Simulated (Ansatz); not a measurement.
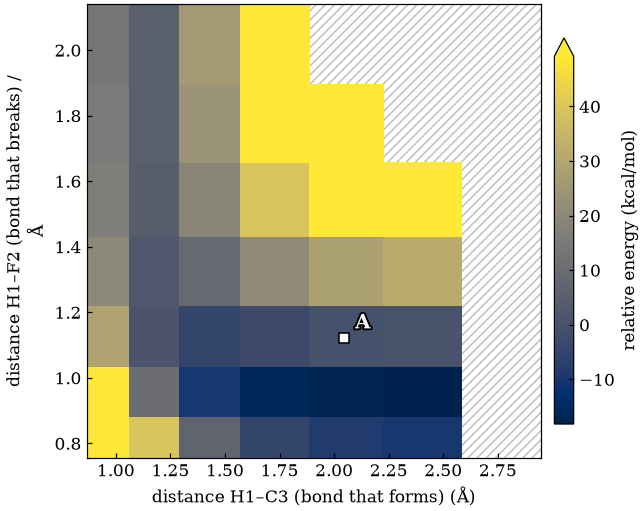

The reacting system CHF₄ (fragments FH + CF₃ where the first distance is long, CHF₃ + F where the second is long), spin multiplicity 2. 
- The first coordinate is: distance H1–C3 (bond that forms); the second: distance H1–F2 (bond that breaks).
- Relaxed at each point: all other coordinates.
- The grid has 7 × 7 points. At 10 points there is no value.
- Points are written as (first, second).
- Energies are in kcal/mol, from a guessed transition structure relaxed with its forming and breaking bonds held.
- These are results of UKS r2SCAN0-D4/def2-SVP in Ansatz 0.2.0, not measurements.

The picture shows one coloured cell a grid point, one colour for all values above the top of the scale, hatched blanks where no value was computed, the point A.

### Which way does the force act at A, and how strong is it?

A, at (2.047 Å, 1.123 Å), is not a stationary point. The computed force is 4.4 kcal/mol for each Å towards smaller values of the first coordinate and 136 kcal/mol for each Å towards smaller values of the second coordinate.
